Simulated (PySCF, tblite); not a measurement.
**C3H8F2OSi3: geometry, infrared bands and NMR shifts**

What infrared bands and NMR shifts should C3H8F2OSi3 (`O=C1[SiH2][SiH2][SiH2][C@@H]1C(F)F`) show?

Computed with tblite 0.8.0 and PySCF 2.14.0, with density-fitted response routines of our own, on a single molecule in the gas phase. Atoms count from 0, in the outputs and in this text.

### Step 1. The starting structure

17 atoms, charge 0, multiplicity 1; geometry from: force field or distance geometry start.

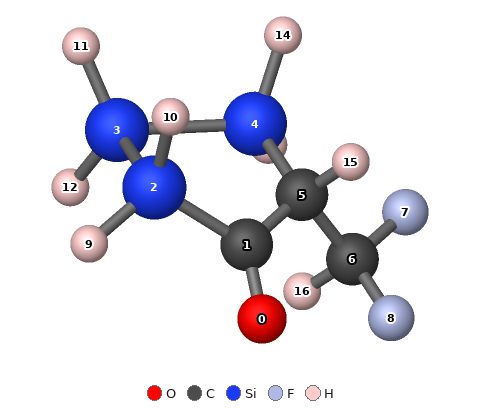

The starting geometry (oxygen red, carbon dark grey, silicon blue, fluorine light blue, hydrogen pink), atoms numbered.

### Step 2. Optimising the geometry with GFN2-xTB

What the job is given:

```
{"job": {"kind": "relax", "xc": "GFN2-xTB", "basis": "xTB"}, "charge": 0, "multiplicity": 1}
O      0.568100    -1.618100    -1.795500
C      0.046700    -1.090300    -0.793800
Si    -1.736200    -1.035600    -0.508900
Si    -1.910500     1.129300     0.132500
Si     0.154300     1.000500     1.051300
C      0.807200    -0.486500     0.279000
C      2.152000    -0.069300    -0.358300
F      2.887100     0.512000     0.654800
F      2.760200    -1.108900    -0.999700
H     -2.487800    -1.293600    -1.729000
H     -2.216500    -1.837500     0.619300
H     -2.932000     1.332400     1.146500
H     -1.949800     2.045300    -0.981000
H      0.931000     2.217800     0.835100
H     -0.012300     0.874000     2.517100
H      1.088200    -1.252700     1.045600
H      1.843200     0.693100    -1.125100
```

Started as:

```console
$ OMP_NUM_THREADS=1 python probes_run.py task.json out
```

The driver reads the jobs from task.json and runs them one after another.

**Question.** This job is followed by: GFN2-xTB harmonic vibrations, gas phase; GIAO PBE0/pcSseg-1 NMR shielding, non-relativistic, gas phase. What will the session give for the following? strongest single infrared mode (GFN2-xTB); zero-point energy (GFN2-xTB); ¹³C shifts against TMS (PBE0/pcSseg-1); ¹H shifts against TMS (PBE0/pcSseg-1); ¹⁷O shifts against H2O (PBE0/pcSseg-1); ²⁹Si shifts against TMS (PBE0/pcSseg-1); ¹⁹F shifts against CFCl3 (PBE0/pcSseg-1).

As calculated:

```
                                 quantity                                               value
strongest single infrared mode (GFN2-xTB)                               2245 cm⁻¹, 453 km/mol
             zero-point energy (GFN2-xTB)                                       60.5 kcal/mol
   ¹³C shifts against TMS (PBE0/pcSseg-1)                              245.0, 122.2, 57.2 ppm
    ¹H shifts against TMS (PBE0/pcSseg-1)  6.86, 4.44, 4.32, 3.93, 3.93, 3.71, 3.68, 3.37 ppm
   ¹⁷O shifts against H2O (PBE0/pcSseg-1)                                           826.9 ppm
  ²⁹Si shifts against TMS (PBE0/pcSseg-1)                            -79.9, -89.7, -129.8 ppm
 ¹⁹F shifts against CFCl3 (PBE0/pcSseg-1)                                  -120.6, -143.8 ppm
```

What this shows: Relaxing lowered the energy by 1.466 eV in 124 steps; the close pair that moved most is Si4–C5, from 1.798 to 1.945 Å. All 45 modes are real, so the xTB geometry is a minimum. The strongest single mode, at 2245 cm⁻¹, moves mainly H13. GFN2-xTB is a fitted tight-binding method: band positions and strengths are rough. Its intensities can rank the bands wrongly. The most deshielded hydrogen is H16 (hydrogen on an sp3 CH bonded to 2 F), at 6.86 ppm: its carbon carries F, hence the downfield position. At PBE0/pcSseg-1: Shielding is most anisotropic at O0 (span 1735 ppm, paramagnetic term -890 ppm).
